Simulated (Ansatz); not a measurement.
Input

```
crystal:
  lattice:
    - [-1.8844666041, 7.0680016838, 2.3752644398]
    - [3.8686484365, -14.1159689976, 4.7725493821]
    - [1.9394097916, 7.0731671537, -2.3459327409]
  atoms:
    - { symbol: Ga, position: [0.4186730053, 0.1182486593, 0.1715533694] }
    - { symbol: Ga, position: [0.0662557676, 0.1000914448, 0.7888794915] }
    - { symbol: Sb, position: [0.6768142872, 0.0932778015, 0.5092370676] }
    - { symbol: P, position: [0.3597868276, 0.0075052095, 0.2873530634] }
    - { symbol: P, position: [0.6678289967, -0.0276418361, 0.6238168561] }
    - { symbol: P, position: [0.0446588668, 0.0327588788, 0.0175468053] }
    - { symbol: Ga, position: [0.3946116089, 0.6300696501, 0.2012533411] }
    - { symbol: Ga, position: [0.0347123907, 0.5991902407, 0.8325719363] }
    - { symbol: Sb, position: [0.6620860736, 0.5886165872, 0.5152674088] }
    - { symbol: P, position: [0.3310362766, 0.4854035644, 0.2994880957] }
    - { symbol: P, position: [0.6727118585, 0.4996135583, 0.6747653379] }
    - { symbol: P, position: [0.0205890314, 0.4893118156, -0.0541265688] }
kpoints:
  mp_grid: { grid: [6, 6, 6] }
hamiltonian:
  xc: pbesol
scf:
  occupations: { method: fermi_dirac, width: 0.05 }
relax:
  f_tol: 0.01
  cell: {}
  max_steps: 120
output:
  write_density: true
  write_potential: true
  elf: true
  volumetric_format: npy
```

The fields are those of the relaxed geometry.

Space group Imm2; a structure from a database of computed crystals, not necessarily the ambient phase; started from the Cu2GeS3-44 prototype, which need not be the ambient phase; changed on purpose from its base cell (shaken).

These are results of Ansatz, DFT, PBEsol, plane waves, PAW, not measurements.

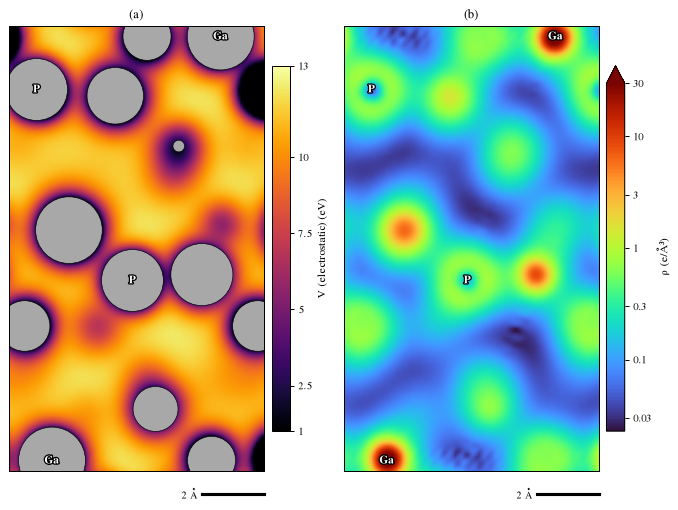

Ga2SbP3. (a) electrostatic potential energy of an electron; (b) valence charge density (pseudo) on the (011) plane of the calculation cell. Grey discs cover the atomic cores in the potential map.

Q: What do the fields say about this system?

A:
- The plane passes through Ga and P nuclei.
- Atoms just off the plane (Ga, 0.4 Å away, Sb, 0.5 Å away and P, 0.6 Å away) can leave unmarked features too.
- Between the atoms the lowest density in this plane is 0.02 e/Å³.
- Outside the cores the potential energy rises away from the atoms and is highest about 2.1 Å from the nearest atoms; its zero is arbitrary.
